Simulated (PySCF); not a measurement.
**One shape, several levels: NH3 (ammonia)**

We compute a comparison of 6 runs (B3LYP/6-31G, M06-2X/6-31G, PBE0/6-31G, r2SCAN/6-31G, CCSDTQ/6-31G, UCCSD(T)/6-31G) of NH3 (ammonia). 

The calculation is run with PySCF 2.14.0.

## 1. The system as given

NH3: 4 atoms, total charge 0, spin state singlet. SMILES: `N`. The N1–H2 distance was set to 1.823 Å, away from the relaxed value. At this shape a bond of the SMILES string is far longer than usual.

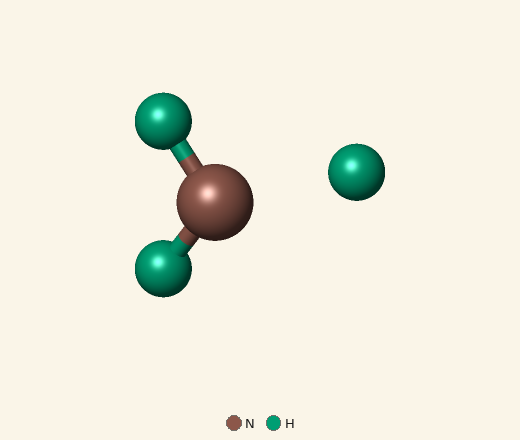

Viewed from a chosen angle; nitrogen brown, hydrogen teal.

## 2. The energy at B3LYP/6-31G (run 1)

start.xyz reads:

```xyz
4
H3N
N     -0.518194     0.690482    -0.399647
H      0.490470    -0.301820     0.749180
H     -1.335764     0.139072    -0.629487
H      0.018636     0.795292    -1.251777
```

calc.py reads:

```python
from pyscf import gto, dft

mol = gto.M(
    atom='start.xyz',
    max_memory=1860,
    charge=0,
    verbose=3,
    basis='6-31g',
)

mf = dft.RKS(mol, xc='b3lyp')
mf.grids.level = 5
mf.conv_tol = 1e-10
mf.kernel()
if not mf.converged:
    mf = mf.newton().run(mf.mo_coeff, mf.mo_occ)

etot = mf.e_tot
print('E = %.10f Eh' % etot)
```

Launch:

```
$ OMP_NUM_THREADS=1 python calc.py
```

Standard output:

```text
converged SCF energy = -56.3955306348206
E = -56.3955306348 Eh
```

Run time: 1.8 s. Hardware: 1 thread of Arm Neoverse V1, shared host; peak memory 0.16 GiB.

## 3. A single-point energy at M06-2X/6-31G (run 2)

run.py reads:

```python
from pyscf import gto, dft

mol = gto.M(
    atom='N -0.518194 0.690482 -0.399647; H 0.490470 -0.301820 0.749180; H -1.335764 0.139072 -0.629487; H 0.018636 0.795292 -1.251777',
    verbose=3,
    charge=0,
    basis='6-31g',
    max_memory=1860,
)

myscf = dft.RKS(mol)
myscf.xc = 'm06-2x'
myscf.conv_tol = 1e-10
myscf.grids.level = 5
myscf.kernel()
if not myscf.converged:
    myscf = myscf.newton().run(myscf.mo_coeff, myscf.mo_occ)

e_final = myscf.e_tot
print('E(%s) = %.9f' % ('M06-2X', e_final))
```

Launch:

```
$ OMP_NUM_THREADS=1 python run.py
```

Standard output:

```text
converged SCF energy = -56.3506995165964
E(M06-2X) = -56.350699517
```

Wall time 2.1 s (1 thread of Arm Neoverse V1, shared host); peak memory 0.17 GiB.

Runs 3 to 5 aren't shown in full; the table further down has their settings and results.

## 4. A single-point energy at UCCSD(T)/6-31G (run 6)

input.py reads:

```python
from pyscf import gto, scf, cc

mol = gto.Mole()
mol.atom = '''
N     -0.979245     1.304822    -0.755223
H      0.926854    -0.570357     1.415745
H     -2.524228     0.262808    -1.189558
H      0.035217     1.502884    -2.365516
'''
mol.basis = '6-31g'
mol.verbose = 4
mol.unit = 'bohr'
mol.max_memory = 1860
mol.build()

mf = scf.UHF(mol)
mf.conv_tol = 1e-10
mf.kernel()
if not mf.converged:
    mf = mf.newton().run(mf.mo_coeff, mf.mo_occ)
for _ in range(3):
    mo, _, stable, _ = mf.stability(return_status=True)
    if stable:
        break
    mf.kernel(mf.make_rdm1(mo, mf.mo_occ))

mycc = cc.CCSD(mf, frozen=1)
mycc.kernel()
e_t = mycc.ccsd_t()
etot = mycc.e_tot + e_t
print('E(%s) = %.9f' % ('CCSD(T)', etot))
```

Launch:

```
$ OMP_NUM_THREADS=1 python input.py
```

Standard output:

```text
PySCF version 2.14.0

[... 92 lines left out ...]
converged SCF energy = -56.0010815855942  <S^2> = 1.8237607e-09  2S+1 = 1
[... 72 lines left out ...]
converged SCF energy = -56.0389376466319  <S^2> = 0.74963801  2S+1 = 1.999638
[... 14 lines left out ...]
Init t2, MP2 energy = -0.0940492478465502
[... 21 lines left out ...]
UCCSD converged
[... 2 lines left out ...]
E(CCSD(T)) = -56.173574971
```

Wall time 1 s (1 thread of Arm Neoverse V1, shared host); peak memory 0.12 GiB.

## 5. All runs side by side

| run | level | integration grid | frozen core orbitals | energy (Eh) | dipole moment (D) of the reference | HOMO energy (eV) | LUMO energy (eV) | wall time |
| --- | --- | --- | --- | --- | --- | --- | --- | --- |
| 1 | B3LYP/6-31G | 5 | – | -56.395531 | 2.09 | -6.75 | -2.48 | 1.8 s |
| 2 | M06-2X/6-31G | 5 | – | -56.350700 | 2.17 | -8.45 | -1.18 | 2.1 s |
| 3 | PBE0/6-31G | 5 | – | -56.318629 | 2.14 | -7.01 | -2.20 | 1.6 s |
| 4 | r2SCAN/6-31G | 5 | – | -56.355580 | 2.12 | -5.79 | -3.13 | 2.2 s |
| 5 | CCSDTQ/6-31G | – | 1 | -56.175585 | 2.22 | -10.66 | 1.68 | 65 s |
| 6 | UCCSD(T)/6-31G | – | 1 | -56.173575 | 2.33 | -10.86 | 3.71 | 1 s |

## 6. What came out

| quantity | value |
| --- | --- |
| run 6: total energy | -56.17357 Eh |
| run 6: dipole moment (Hartree–Fock density) | 2.33 D |
| run 6: HOMO energy (Hartree–Fock orbitals) | -10.86 eV |
| run 6: LUMO energy (Hartree–Fock orbitals) | 3.71 eV |
| run 6: HOMO–LUMO gap (Hartree–Fock orbitals) | 14.57 eV |
| run 6: correlation energy (1 core orbital frozen) | -134.6 mEh |
| run 6: (T) correction | -4.01 mEh |
| run 6: ⟨S²⟩ of the reference determinant | 0.750 |
| run 6: T1 diagnostic | 0.110 |

**Reading.** Over runs 1, 2, 3, 4 the dipole moment (its size) runs from 2.09 D (B3LYP/6-31G) to 2.17 D (M06-2X/6-31G). Over runs 1, 2, 3, 4 the HOMO–LUMO gap runs from 2.66 eV (r2SCAN/6-31G) to 7.27 eV (M06-2X/6-31G). Totals of different functionals can't be ranked against each other. In runs 1, 2, 3, 4 a closed-shell determinant meets a far-stretched bond, which it describes badly. Spin contamination of the reference: run 6 ⟨S²⟩ = 0.75. Where it is this large, the reference is a mixture of spin states, and values that rest on it are in doubt. All runs together took 74 s, the longest 65 s.
